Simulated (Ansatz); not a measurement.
**AlNH6S: saddle-point search (part 2 of 2)**

AlNH6S; RKS BLYP-D4/6-31G (Ansatz 0.2.0). 

Geometry of the input (Å):
```
Al -0.7713  -0.0631  -0.6207
S  0.9417  1.6912  -0.4043
H  -0.3648  -0.9650  -1.8533
H  -2.1187  0.7296  -0.5495
H  0.7833  0.6456  0.5926
N  -0.1209  -0.6775  0.9952
H  1.8928  0.8610  -1.0476
H  0.3281  -1.4760  1.1569
H  -0.8767  -0.6640  1.8360
```

Output, continued
```
Atom 8 at    -0.853958    -0.644950     1.915686 Å, force     0.000190    -0.000045    -0.000436 eV/Å
Dipole moment:     0.440725    -0.178616     0.317395 e Å
```

Trajectory as extended XYZ (Å, eV, eV/Å), 23 of the 34 frames kept, from step=1 to step=34
```
9
Properties=species:S:1:pos:R:3:forces:R:3 step=1 energy=-19016.65147
Al   -0.7713   -0.0631   -0.6207   -1.1010  -0.4692  -1.2294
S     0.9417    1.6912   -0.4043    1.1465   0.6597  -1.1045
H    -0.3648   -0.9650   -1.8533    0.1923  -0.1696  -0.3476
H    -2.1187    0.7296   -0.5495   -0.4911   0.2504   0.1313
H     0.7833    0.6456    0.5926   -0.1048  -0.6814   1.6983
N    -0.1209   -0.6775    0.9952   -4.6298   3.9105   2.4228
H     1.8928    0.8610   -1.0476   -0.1059   0.5538   0.0302
H     0.3281   -1.4760    1.1569    3.1099  -4.6275   0.4647
H    -0.8767   -0.6640    1.8360    1.9839   0.5733  -2.0658
9
Properties=species:S:1:pos:R:3:forces:R:3 step=3 energy=-19017.33621
Al   -0.8168   -0.0981   -0.6365   -0.5207  -0.3193  -0.4764
S     0.9761    1.6801   -0.4629    0.3444   0.1266   0.0941
H    -0.3313   -0.9689   -1.8884    0.0385  -0.0787  -0.0860
H    -2.1783    0.7197   -0.5355   -0.1658   0.1071   0.0081
H     0.8320    0.7017    0.7142   -0.0959  -0.3074   0.1125
N    -0.2284   -0.7164    1.0401    0.8088  -0.2698  -0.2000
H     1.9719    0.9573   -1.1267   -0.0339   0.0889   0.1311
H     0.3051   -1.5946    1.1623   -0.0614   0.4098  -0.1669
H    -0.8369   -0.5989    1.8387   -0.3140   0.2429   0.5836
9
Properties=species:S:1:pos:R:3:forces:R:3 step=4 energy=-19017.31743
Al   -0.8401   -0.1195   -0.6335   -0.3472  -0.2694  -0.0825
S     0.9881    1.6916   -0.4954    0.1673  -0.0873   0.4801
H    -0.3158   -0.9755   -1.8888   -0.0146  -0.0464  -0.0158
H    -2.1978    0.7268   -0.5398   -0.0402   0.0381  -0.0328
H     0.9003    0.7480    0.7166   -0.1336  -0.0390  -0.2653
N    -0.2578   -0.7392    1.0597    0.2998  -0.1853   0.0339
H     2.0031    0.9969   -1.1478    0.0149  -0.0044   0.0654
H     0.2801   -1.6225    1.1503   -0.1700   0.5048  -0.0405
H    -0.8666   -0.6248    1.8838    0.2235   0.0891  -0.1426
9
Properties=species:S:1:pos:R:3:forces:R:3 step=5 energy=-19017.33995
Al   -0.8673   -0.1358   -0.6384   -0.2108  -0.2178   0.0661
S     0.9934    1.6905   -0.4833    0.1413  -0.0577   0.4106
H    -0.3270   -0.9890   -1.8924   -0.0373  -0.0228   0.0054
H    -2.2176    0.7333   -0.5558    0.0157  -0.0095  -0.0328
H     0.9268    0.7585    0.7092   -0.1685  -0.0224  -0.2321
N    -0.2604   -0.7411    1.0551    0.0465   0.0267  -0.0129
H     2.0182    1.0079   -1.1295    0.0245  -0.0164   0.0203
H     0.2762   -1.6139    1.1472    0.0430   0.1686  -0.0766
H    -0.8487   -0.6287    1.8930    0.1457   0.1515  -0.1481
9
Properties=species:S:1:pos:R:3:forces:R:3 step=7 energy=-19017.36514
Al   -0.9396   -0.1960   -0.6262    0.0273  -0.1113   0.1673
S     1.0374    1.7148   -0.4423    0.0654   0.2615  -0.1913
H    -0.3867   -1.0412   -1.8800   -0.0149   0.0088  -0.0033
H    -2.2433    0.7493   -0.6047    0.0452  -0.0483   0.0267
H     0.9707    0.8293    0.6772   -0.0216  -0.2569   0.1646
N    -0.2867   -0.7764    1.0390   -0.3294   0.2255  -0.1239
H     2.0766    1.0515   -1.0905   -0.0317  -0.0193   0.0662
H     0.2715   -1.6237    1.1227    0.2174  -0.1798  -0.0437
H    -0.8064   -0.6259    1.9100    0.0423   0.1199  -0.0626
9
Properties=species:S:1:pos:R:3:forces:R:3 step=9 energy=-19017.37526
Al   -0.9790   -0.2533   -0.6086   -0.0664   0.0224  -0.1162
S     1.0803    1.7743   -0.4502    0.0224   0.0454  -0.0261
H    -0.4090   -1.0686   -1.8723    0.0050   0.0061  -0.0061
H    -2.2377    0.7419   -0.5953   -0.0105  -0.0056   0.0160
H     1.0243    0.8888    0.6558   -0.0118  -0.0489   0.0411
N    -0.3621   -0.8392    1.0207    0.0005  -0.0144   0.2116
H     2.1200    1.0938   -1.0766    0.0007  -0.0056  -0.0016
H     0.2526   -1.6512    1.1122   -0.0027   0.0192   0.0265
H    -0.7959   -0.6047    1.9196    0.0628  -0.0186  -0.1452
9
Properties=species:S:1:pos:R:3:forces:R:3 step=10 energy=-19017.37157
Al   -0.9917   -0.2701   -0.6015    0.0028  -0.0300  -0.1029
S     1.1001    1.7951   -0.4614    0.0184  -0.0501   0.0471
H    -0.4073   -1.0634   -1.8720   -0.0051   0.0047  -0.0136
H    -2.2399    0.7353   -0.5779   -0.0247   0.0082   0.0143
H     1.0453    0.9155    0.6499    0.0079   0.0216  -0.0370
N    -0.3864   -0.8705    1.0235    0.1303   0.0509  -0.3661
H     2.1372    1.1056   -1.0858   -0.0258   0.0064   0.0142
H     0.2467   -1.6626    1.1276    0.0269  -0.0581   0.0576
H    -0.8105   -0.6032    1.9027   -0.1308   0.0463   0.3862
9
Properties=species:S:1:pos:R:3:forces:R:3 step=11 energy=-19017.37267
Al   -0.9975   -0.2806   -0.6002   -0.0084   0.0075  -0.0780
S     1.1042    1.8049   -0.4750    0.0156  -0.0316   0.0148
H    -0.4048   -1.0574   -1.8771   -0.0039  -0.0056  -0.0050
H    -2.2382    0.7356   -0.5793   -0.0210  -0.0013   0.0116
H     1.0801    0.9553    0.6494   -0.0094   0.0061   0.0282
N    -0.4042   -0.8864    1.0232    0.0255   0.0528   0.0850
H     2.1389    1.1067   -1.0909   -0.0039   0.0099  -0.0210
H     0.2350   -1.6733    1.1369    0.0292  -0.0482  -0.0202
H    -0.8199   -0.6230    1.9183   -0.0237   0.0104  -0.0154
9
Properties=species:S:1:pos:R:3:forces:R:3 step=13 energy=-19017.37080
Al   -1.0079   -0.2984   -0.5907    0.0142   0.0369  -0.0525
S     1.1158    1.8215   -0.5016   -0.0152  -0.0341   0.0158
H    -0.4003   -1.0529   -1.8741   -0.0057  -0.0159  -0.0029
H    -2.2361    0.7346   -0.5765   -0.0185  -0.0098   0.0136
H     1.1453    1.0393    0.6619    0.0074   0.0120   0.0219
N    -0.4373   -0.9221    1.0295    0.0338   0.0442   0.0537
H     2.1464    1.1123   -1.1109    0.0017   0.0012  -0.0179
H     0.2141   -1.6996    1.1419    0.0047  -0.0317  -0.0098
H    -0.8464   -0.6530    1.9258   -0.0224  -0.0027  -0.0218
9
Properties=species:S:1:pos:R:3:forces:R:3 step=15 energy=-19017.37022
Al   -1.0157   -0.3122   -0.5826    0.0373   0.0526  -0.0328
S     1.1248    1.8363   -0.5264   -0.0338  -0.0555   0.0252
H    -0.3964   -1.0512   -1.8698   -0.0071  -0.0184  -0.0035
H    -2.2344    0.7328   -0.5723   -0.0173  -0.0127   0.0132
H     1.2126    1.1244    0.6743    0.0152   0.0248   0.0053
N    -0.4676   -0.9556    1.0344    0.0330   0.0490   0.0348
H     2.1520    1.1168   -1.1298   -0.0003   0.0002  -0.0129
H     0.1920   -1.7262    1.1465   -0.0059  -0.0295  -0.0049
H    -0.8736   -0.6832    1.9309   -0.0212  -0.0105  -0.0244
9
Properties=species:S:1:pos:R:3:forces:R:3 step=16 energy=-19017.37056
Al   -1.0176   -0.3167   -0.5796    0.0444   0.0569  -0.0245
S     1.1276    1.8408   -0.5353   -0.0419  -0.0588   0.0213
H    -0.3951   -1.0514   -1.8679   -0.0069  -0.0171  -0.0037
H    -2.2340    0.7314   -0.5698   -0.0161  -0.0121   0.0112
H     1.2406    1.1601    0.6797    0.0188   0.0241   0.0023
N    -0.4788   -0.9677    1.0364    0.0626   0.0182  -0.0044
H     2.1534    1.1179   -1.1374   -0.0017  -0.0003  -0.0077
H     0.1829   -1.7377    1.1474   -0.0335   0.0001   0.0016
H    -0.8856   -0.6948    1.9317   -0.0256  -0.0109   0.0039
9
Properties=species:S:1:pos:R:3:forces:R:3 step=17 energy=-19017.37105
Al   -1.0190   -0.3203   -0.5771    0.0515   0.0597  -0.0185
S     1.1294    1.8446   -0.5439   -0.0469  -0.0659   0.0230
H    -0.3936   -1.0512   -1.8664   -0.0070  -0.0153  -0.0041
H    -2.2334    0.7303   -0.5679   -0.0147  -0.0117   0.0102
H     1.2680    1.1946    0.6842    0.0189   0.0267  -0.0025
N    -0.4888   -0.9795    1.0375    0.0313   0.0432   0.0221
H     2.1540    1.1185   -1.1441   -0.0024   0.0000  -0.0062
H     0.1731   -1.7481    1.1497   -0.0113  -0.0246  -0.0027
H    -0.8962   -0.7072    1.9333   -0.0194  -0.0119  -0.0214
9
Properties=species:S:1:pos:R:3:forces:R:3 step=19 energy=-19017.37264
Al   -1.0190   -0.3243   -0.5731    0.0588   0.0627  -0.0103
S     1.1298    1.8478   -0.5561   -0.0547  -0.0699   0.0168
H    -0.3908   -1.0507   -1.8641   -0.0060  -0.0112  -0.0043
H    -2.2321    0.7283   -0.5642   -0.0118  -0.0094   0.0074
H     1.3113    1.2498    0.6911    0.0194   0.0251  -0.0040
N    -0.5030   -0.9960    1.0396    0.0269   0.0332   0.0149
H     2.1530    1.1179   -1.1542   -0.0031   0.0004  -0.0022
H     0.1581   -1.7654    1.1519   -0.0127  -0.0199  -0.0014
H    -0.9139   -0.7257    1.9342   -0.0169  -0.0109  -0.0169
9
Properties=species:S:1:pos:R:3:forces:R:3 step=21 energy=-19017.37459
Al   -1.0161   -0.3243   -0.5710    0.0598   0.0616  -0.0059
S     1.1265    1.8460   -0.5626   -0.0579  -0.0685   0.0085
H    -0.3882   -1.0497   -1.8631   -0.0046  -0.0068  -0.0044
H    -2.2307    0.7270   -0.5614   -0.0085  -0.0063   0.0045
H     1.3387    1.2848    0.6957    0.0186   0.0220  -0.0012
N    -0.5094   -1.0041    1.0407    0.0216   0.0200   0.0105
H     2.1494    1.1151   -1.1599   -0.0027   0.0007  -0.0006
H     0.1485   -1.7762    1.1532   -0.0121  -0.0142  -0.0006
H    -0.9252   -0.7368    1.9338   -0.0141  -0.0086  -0.0109
9
Properties=species:S:1:pos:R:3:forces:R:3 step=22 energy=-19017.37555
Al   -1.0137   -0.3228   -0.5709    0.0578   0.0594  -0.0048
S     1.1236    1.8434   -0.5635   -0.0576  -0.0658   0.0043
H    -0.3872   -1.0491   -1.8633   -0.0037  -0.0045  -0.0044
H    -2.2302    0.7265   -0.5606   -0.0068  -0.0045   0.0030
H     1.3449    1.2926    0.6975    0.0180   0.0205   0.0009
N    -0.5092   -1.0044    1.0407    0.0223   0.0090   0.0053
H     2.1468    1.1129   -1.1608   -0.0023   0.0009  -0.0005
H     0.1465   -1.7786    1.1532   -0.0144  -0.0076   0.0004
H    -0.9279   -0.7387    1.9328   -0.0133  -0.0072  -0.0044
9
Properties=species:S:1:pos:R:3:forces:R:3 step=23 energy=-19017.37638
Al   -1.0108   -0.3202   -0.5717    0.0543   0.0557  -0.0037
S     1.1198    1.8394   -0.5623   -0.0556  -0.0619   0.0010
H    -0.3867   -1.0486   -1.8642   -0.0030  -0.0021  -0.0044
H    -2.2300    0.7261   -0.5602   -0.0050  -0.0027   0.0012
H     1.3447    1.2917    0.6992    0.0172   0.0192   0.0025
N    -0.5061   -1.0015    1.0402    0.0153   0.0042   0.0075
H     2.1435    1.1102   -1.1602   -0.0017   0.0010  -0.0008
H     0.1468   -1.7779    1.1530   -0.0103  -0.0076   0.0003
H    -0.9278   -0.7375    1.9314   -0.0112  -0.0057  -0.0035
9
Properties=species:S:1:pos:R:3:forces:R:3 step=25 energy=-19017.37711
Al   -1.0029   -0.3105   -0.5771    0.0404   0.0429  -0.0028
S     1.1096    1.8269   -0.5511   -0.0441  -0.0506   0.0022
H    -0.3880   -1.0486   -1.8688   -0.0014   0.0033  -0.0038
H    -2.2314    0.7250   -0.5614   -0.0010   0.0009  -0.0033
H     1.3180    1.2533    0.7027    0.0138   0.0193  -0.0031
N    -0.4878   -0.9817    1.0372    0.0087  -0.0155   0.0043
H     2.1348    1.1031   -1.1528   -0.0002   0.0013  -0.0018
H     0.1577   -1.7643    1.1505   -0.0077   0.0009   0.0016
H    -0.9164   -0.7216    1.9260   -0.0083  -0.0025   0.0067
9
Properties=species:S:1:pos:R:3:forces:R:3 step=27 energy=-19017.37492
Al   -1.0022   -0.3039   -0.5860    0.0301   0.0305  -0.0020
S     1.1070    1.8201   -0.5288   -0.0297  -0.0476   0.0153
H    -0.4001   -1.0595   -1.8734    0.0009   0.0087  -0.0045
H    -2.2349    0.7264   -0.5675    0.0002  -0.0015  -0.0030
H     1.2602    1.1721    0.6998    0.0096   0.0229  -0.0225
N    -0.4625   -0.9529    1.0321   -0.0106   0.0031   0.0098
H     2.1370    1.1086   -1.1373   -0.0023   0.0012   0.0003
H     0.1791   -1.7386    1.1450    0.0003  -0.0082   0.0078
H    -0.8901   -0.6907    1.9213    0.0015  -0.0090  -0.0012
9
Properties=species:S:1:pos:R:3:forces:R:3 step=28 energy=-19017.37340
Al   -1.0061   -0.3041   -0.5899    0.0299   0.0288  -0.0004
S     1.1110    1.8217   -0.5172   -0.0258  -0.0494   0.0177
H    -0.4088   -1.0678   -1.8744    0.0021   0.0097  -0.0054
H    -2.2376    0.7272   -0.5711   -0.0017  -0.0033  -0.0015
H     1.2308    1.1309    0.6936    0.0069   0.0223  -0.0244
N    -0.4530   -0.9407    1.0299   -0.0037   0.0052   0.0055
H     2.1442    1.1169   -1.1285   -0.0041   0.0011  -0.0002
H     0.1891   -1.7261    1.1424    0.0002  -0.0097   0.0060
H    -0.8761   -0.6762    1.9204   -0.0037  -0.0047   0.0028
9
Properties=species:S:1:pos:R:3:forces:R:3 step=29 energy=-19017.37152
Al   -1.0122   -0.3044   -0.5958    0.0302   0.0301  -0.0014
S     1.1203    1.8249   -0.4986   -0.0217  -0.0750   0.0602
H    -0.4206   -1.0759   -1.8774    0.0043   0.0075  -0.0053
H    -2.2453    0.7238   -0.5747   -0.0044  -0.0021   0.0006
H     1.1837    1.0666    0.6821   -0.0009   0.0419  -0.0667
N    -0.4362   -0.9201    1.0266   -0.0027   0.0086   0.0034
H     2.1551    1.1264   -1.1145   -0.0062  -0.0004   0.0006
H     0.2039   -1.7073    1.1392    0.0044  -0.0082   0.0065
H    -0.8553   -0.6523    1.9183   -0.0030  -0.0024   0.0021
9
Properties=species:S:1:pos:R:3:forces:R:3 step=31 energy=-19017.37128
Al   -1.0171   -0.3028   -0.6021    0.0278   0.0318  -0.0057
S     1.1274    1.8235   -0.4762   -0.0204  -0.0705   0.0590
H    -0.4299   -1.0808   -1.8813    0.0036   0.0053  -0.0017
H    -2.2543    0.7199   -0.5777   -0.0042  -0.0037   0.0021
H     1.1334    0.9987    0.6658   -0.0096   0.0359  -0.0577
N    -0.4175   -0.8969    1.0227    0.0092   0.0029   0.0085
H     2.1634    1.1323   -1.0978   -0.0033  -0.0030  -0.0055
H     0.2214   -1.6855    1.1364    0.0010   0.0005   0.0018
H    -0.8332   -0.6266    1.9155   -0.0041   0.0007  -0.0008
9
Properties=species:S:1:pos:R:3:forces:R:3 step=33 energy=-19017.37347
Al   -0.9898   -0.2789   -0.6005    0.0032   0.0045   0.0060
S     1.0992    1.7989   -0.4856   -0.0007  -0.0332   0.0318
H    -0.3972   -1.0498   -1.8820    0.0013   0.0008  -0.0024
H    -2.2440    0.7235   -0.5735   -0.0023  -0.0002  -0.0025
H     1.1328    1.0038    0.6756   -0.0026   0.0186  -0.0309
N    -0.4085   -0.8905    1.0278   -0.0035   0.0062   0.0026
H     2.1242    1.0966   -1.1133   -0.0027   0.0033   0.0010
H     0.2253   -1.6833    1.1419   -0.0012   0.0038   0.0032
H    -0.8485   -0.6386    1.9147    0.0085  -0.0037  -0.0088
9
Properties=species:S:1:pos:R:3:forces:R:3 step=34 energy=-19017.37355
Al   -0.9866   -0.2763   -0.5984    0.0003  -0.0004   0.0004
S     1.0932    1.7933   -0.4897   -0.0005  -0.0046   0.0068
H    -0.3913   -1.0436   -1.8814   -0.0002  -0.0003   0.0000
H    -2.2434    0.7234   -0.5752    0.0003   0.0000  -0.0002
H     1.1481    1.0183    0.6806    0.0009   0.0037  -0.0062
N    -0.4123   -0.8943    1.0293   -0.0009   0.0010  -0.0002
H     2.1176    1.0923   -1.1189    0.0001   0.0011  -0.0005
H     0.2222   -1.6863    1.1433   -0.0003  -0.0002   0.0002
H    -0.8540   -0.6450    1.9157    0.0002   0.0000  -0.0004
```

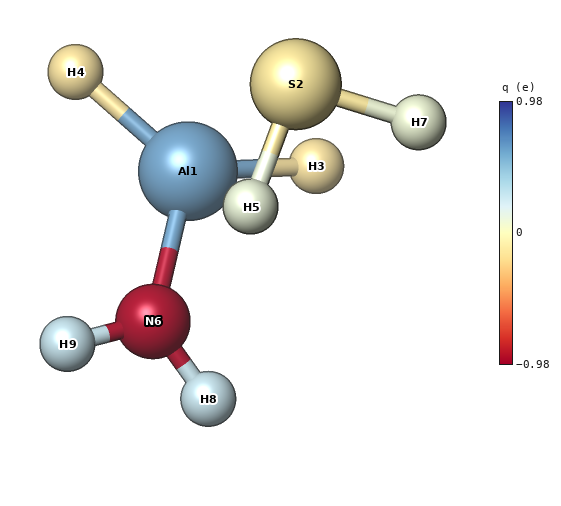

Fig. 1: Mulliken charges, as the colour of each atom (ball-and-stick view, seen at a tilt; atoms are numbered from 1 in the order of the input). By element: Al +0.63, S −0.12, H −0.17 to +0.29 and N −0.94 e.
